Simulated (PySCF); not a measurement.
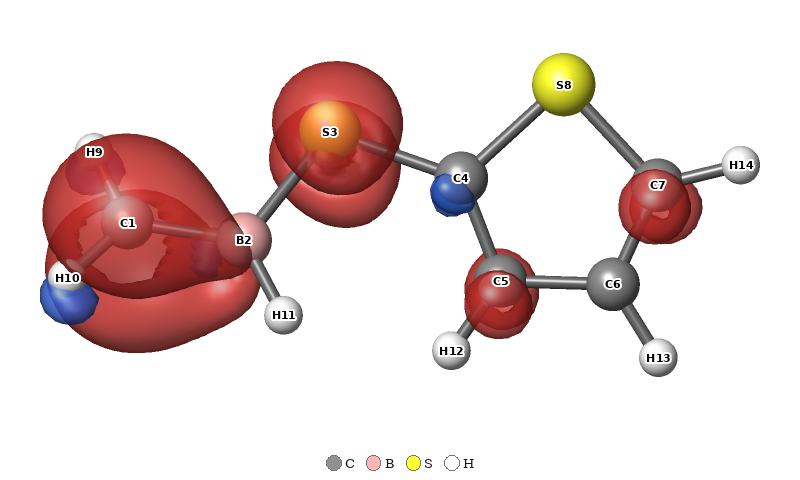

Figure 1: C₅H₆BS₂ (SMILES [CH2]BSc1cccs1) (doublet). Isosurfaces of the spin density at +0.015 (red) and −0.015 e/Å³ (blue), seen across its widest extent.

Geometry: GFN2-xTB.

These are results of UKS B3LYP, pcH-1 on B C H S, non-relativistic, mean-field spin-orbit, GIAO (PySCF), not measurements.

```yaml
atoms:
  - { symbol: C, position_ang: [3.5021, 0.6035, 0.5784] }
  - { symbol: B, position_ang: [2.0499, 0.5773, 0.3264] }
  - { symbol: S, position_ang: [1.0888, -0.5673, 1.3647] }
  - { symbol: C, position_ang: [-0.5523, -0.4736, 0.7806] }
  - { symbol: C, position_ang: [-1.0269, -0.1739, -0.4670] }
  - { symbol: C, position_ang: [-2.4302, -0.2505, -0.5471] }
  - { symbol: C, position_ang: [-3.0088, -0.6118, 0.6293] }
  - { symbol: S, position_ang: [-1.8504, -0.8731, 1.8701] }
  - { symbol: H, position_ang: [3.9952, -0.0391, 1.2915] }
  - { symbol: H, position_ang: [4.1821, 1.2703, 0.0719] }
  - { symbol: H, position_ang: [1.4774, 1.2479, -0.4398] }
  - { symbol: H, position_ang: [-0.3933, 0.0794, -1.2967] }
  - { symbol: H, position_ang: [-2.9838, -0.0472, -1.4460] }
  - { symbol: H, position_ang: [-4.0505, -0.7423, 0.8449] }
```

Which atoms carry the spin?

Answer. The unpaired spin (1 electron) lies mostly on C1 (about 0.6), S3 (about 0.2) and B2 (about 0.1), in electrons by Hirshfeld's partition.
